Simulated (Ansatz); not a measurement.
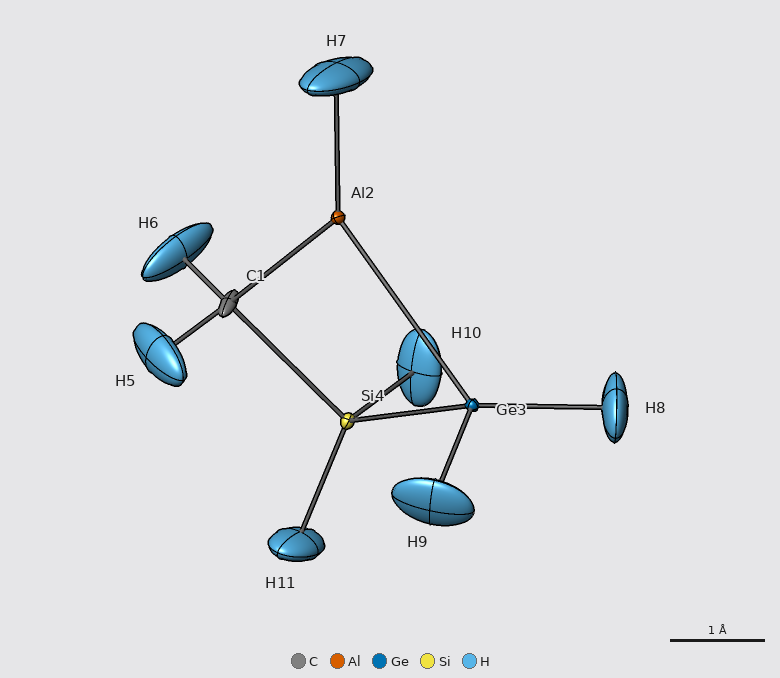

Displacement ellipsoids at the 50 % level, from the internal vibrations of the free molecule (harmonic, no overall translation or rotation; no half-axis is drawn under 0.075 Å). Vibrations computed with RKS PBE0-D4/def2-TZVP (Ansatz 0.2.0). Temperature: 298 K.

Question: Which atom moves most?

Answer: H7, with U_eq = 0.0628 Å².

Question: Does H7 move more along its bond or across it?

Answer: Across it: the root-mean-square amplitude is 0.103 Å along the bond and up to 0.377 Å across, since bending and torsion are softer than stretching.

Give the displacement parameters, one line for each set of equivalent atoms.

```
atom  U_eq (Å²)   rms amplitudes (Å)
  C1     0.0084  0.040, 0.057, 0.142
 Al2     0.0025  0.036, 0.047, 0.063
 Ge3    0.00045  0.017, 0.019, 0.026
 Si4     0.0022  0.035, 0.043, 0.060
  H5     0.0478  0.110, 0.158, 0.326
  H6     0.0479  0.096, 0.146, 0.337
  H7     0.0628  0.102, 0.190, 0.377
  H8     0.0419  0.091, 0.194, 0.283
  H9     0.0459  0.090, 0.208, 0.294
 H10     0.0410  0.094, 0.184, 0.283
 H11     0.0385  0.097, 0.174, 0.275
```
